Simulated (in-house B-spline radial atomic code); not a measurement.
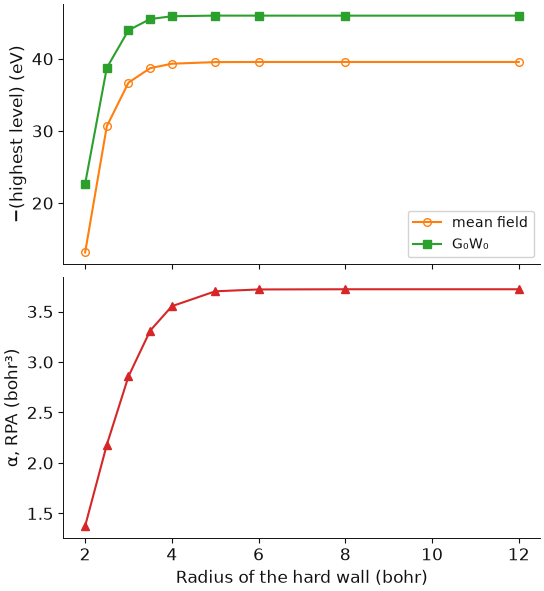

Lu³⁺ ([Xe] 4f¹⁴) confined in a hard spherical wall, PBE0 start. All-electron spherical atom, scalar X2C, no spin-orbit coupling, Breit or QED terms; computed with a B-spline radial code.

What does confinement do?

Answer. As the wall closes from 12 to 2 bohr, the mean-field binding energy of 4f goes from 39.56 to 13.17 eV, and the G₀W₀ value from 45.98 (at 12 bohr) to 22.68 eV (at 2 bohr). The RPA-screened polarisability falls from 3.72 to 1.38 bohr³, and the RPA correlation energy goes from −6.26 to −6.28 hartree.

Known limits: relativistic terms absent here (spin-orbit coupling, Breit, QED) can be large for so heavy or highly charged an atom or ion.
